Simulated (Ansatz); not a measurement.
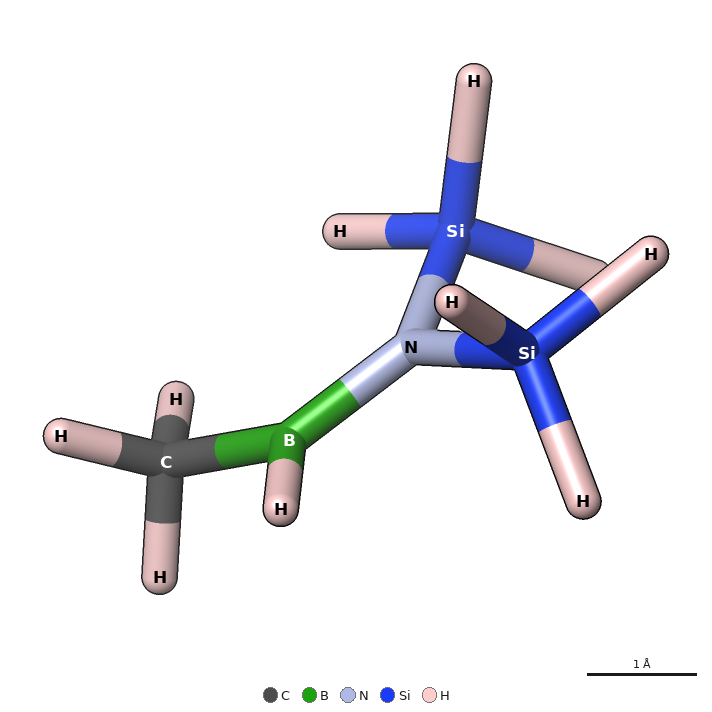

Starting geometry of the run.

Input file:

```yaml
crystal:
  periodic: [false, false, false]
  atoms:
    - {symbol: C, position_ang: [0.513120, 1.629107, -1.488819]}
    - {symbol: B, position_ang: [-0.320237, 0.400460, -0.999823]}
    - {symbol: N, position_ang: [-0.151506, -0.315045, 0.214947]}
    - {symbol: Si, position_ang: [-1.262562, -1.658401, 0.414877]}
    - {symbol: Si, position_ang: [1.005739, -0.009061, 1.488232]}
    - {symbol: H, position_ang: [1.312529, 1.964603, -0.827709]}
    - {symbol: H, position_ang: [0.948968, 1.400146, -2.468303]}
    - {symbol: H, position_ang: [-0.161677, 2.474103, -1.669167]}
    - {symbol: H, position_ang: [-1.206832, 0.000145, -1.720253]}
    - {symbol: H, position_ang: [-2.666914, -1.182935, 0.470257]}
    - {symbol: H, position_ang: [-0.924292, -2.325282, 1.702213]}
    - {symbol: H, position_ang: [-1.114483, -2.636500, -0.690348]}
    - {symbol: H, position_ang: [1.791350, 1.213643, 1.204382]}
    - {symbol: H, position_ang: [1.929150, -1.166067, 1.621705]}
    - {symbol: H, position_ang: [0.285847, 0.160384, 2.777208]}
basis:
  gaussian: {orbitals: cc-pVTZ-DK}
hamiltonian: {xc: {name: PBE-QIDH}}
scf: {lower_state_search: off}
```

Command:

```sh
ansatz run in.yaml --threads 2 --pin off --events-out ev --progress --plain --max-ram 32768MiB --backend cuda --devices 0, --max-vram 18GiB
```

What the program printed:

```
Functional definition: PBE-QIDH
  name "PBE-QIDH"
  cite "Brémond, Sancho-García, Pérez-Jiménez & Adamo, J. Chem. Phys. 141, 031101 (2014) doi:10.1063/1.4890314"
  cite "Perdew, Burke & Ernzerhof, Phys. Rev. Lett. 77, 3865 (1996) doi:10.1103/PhysRevLett.77.3865"
  parameter a = 3^(-1/3)
  parameter c = 1/3
  exchange = (1 - a)*pbe_x + a*exact_x
  correlation = (1 - c)*pbe_c + c*(mp2_os + mp2_ss)
these checks for a lower state are left out or cut short: stability, starts, cluster_reference, orbital_swaps, neighbouring_geometries, increment
1679 factors; integrals over basis functions are off by at most 1.3e-3 eV
mean field evaluation 1: about -19130.9189 eV, gradient 4.7e1 eV
mean field evaluation 2: about -19131.1346 eV, gradient 4.7e1 eV
mean field evaluation 4: about -19135.9666 eV, gradient 5.6e0 eV
mean field evaluation 8: about -19136.0423 eV, gradient 1.7e-1 eV
mean field evaluation 16: about -19136.0424 eV, gradient 4.3e-5 eV
mean field -19136.04236539 eV, -703.2365860527 hartree, gradient 2.5e-6 eV, S^2 0.000000; 0 other end points of the search recorded, 0 dependent functions left out
13 core orbitals not correlated: weight in the atoms' cores, before any rotation towards them, 1.000 or more for the frozen orbitals, at most 0.000 for the correlated occupied ones
reference -19136.04238135 eV, -703.2365866393 hartree; 15, 15 occupied and 270, 270 virtual orbitals, 1679 factors
second order -22.97540549 eV of doubles, -0.00000000 eV of singles
Total energy: -19143.70084985 eV, -703.5180301655 hartree
Relativity: scalar
Checks for a lower state left out: stability, starts, cluster_reference, orbital_swaps, neighbouring_geometries, increment
```

The calculation finished and met its thresholds.
